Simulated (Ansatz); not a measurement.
Consider GePdF4.

```
Ge Pd F
1.0
     5.42121    0.00000    0.00000
     0.00000    5.42121    0.00000
     0.00000    0.00000    3.64418
Ge Pd F
1 1 4
Direct
  0.00000 0.00000 0.78447
  0.50000 0.50000 0.02328
  0.76128 0.76128 0.03492
  0.23872 0.23872 0.03492
  0.23872 0.76128 0.03492
  0.76128 0.23872 0.03492
```

Space group P4mm; a structure generated by program, which may or may not match a known phase.

The calculation used DFT PBE, scalar-relativistic, plane waves, PAW in Ansatz 0.2.0.

**Predict the valence pseudo-density and electron localisation function between the atoms.**

Pd–F (2.00 Å): the density is about 0.66 e/Å³ at the midpoint; the ELF peaks at about 0.80 in the valence shell of F, 0.6 Å from its nucleus, and drops to about 0.10 between the two atoms (no localised pair shows between them).
Ge–F (2.05 Å): ρ at the midpoint is about 0.49 e/Å³; the ELF peaks at about 0.75 in the valence shell of F, 0.5 Å from its nucleus, and drops to about 0.20 between the two atoms; no shared electron pair shows on this line.

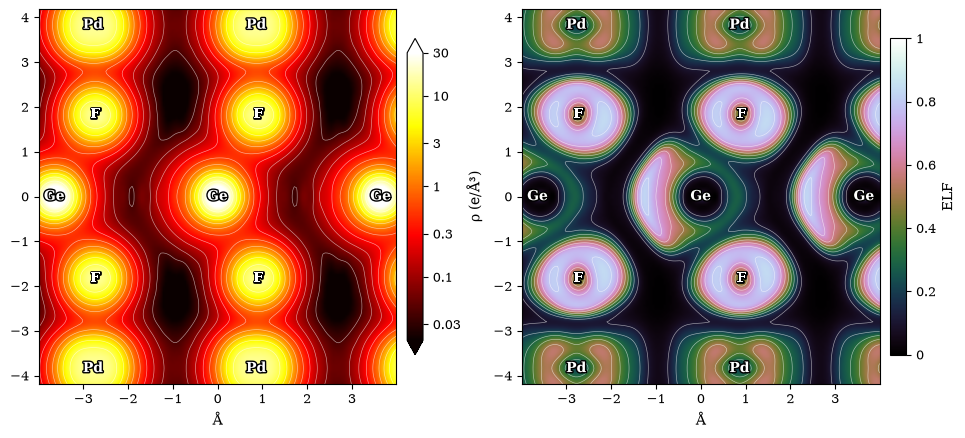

Computed valence pseudo-density and electron localisation function on the (110) plane of the conventional cell, in this order. 
